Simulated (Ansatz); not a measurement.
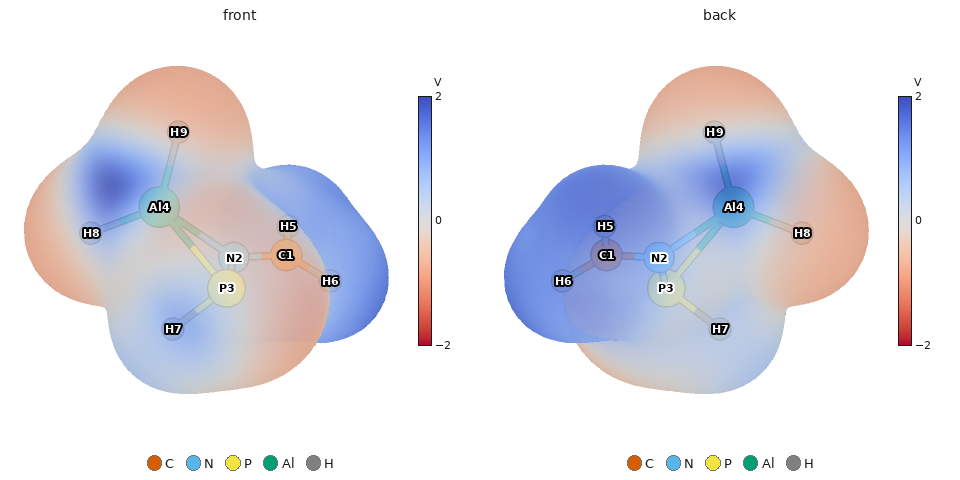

Figure. CH$_{5}$AlNP. The electrostatic potential painted on the density surface at 0.002 e/bohr³, seen from the front and from behind; the colour scale runs from red (negative) to blue (positive).

Geometry: PBE0-D4/def2-TZVP.

The calculation used RKS PBE0-D4/def2-TZVPP (Ansatz).

```xyz
9

C     0.3096    1.4703   -0.6757
N     0.2522    0.2839   -0.2450
P     1.3463   -0.4281    0.9932
Al   -0.9145   -1.0642    0.5298
H    -0.5144    1.8753   -1.2627
H     1.1727    2.1093   -0.4766
H     1.6068   -1.5581    0.1632
H    -1.0651   -2.3704   -0.3519
H    -2.1050   -0.3644    1.3086
```

Which sites attract a positive test charge, and which a negative one?

Answer. A positive charge is drawn to the negative regions and a negative charge to the positive ones. The most negative region (about −0.7 V) lies over P3, H8 and H9, the most positive (about +1.7 V) over Al4 and H5.
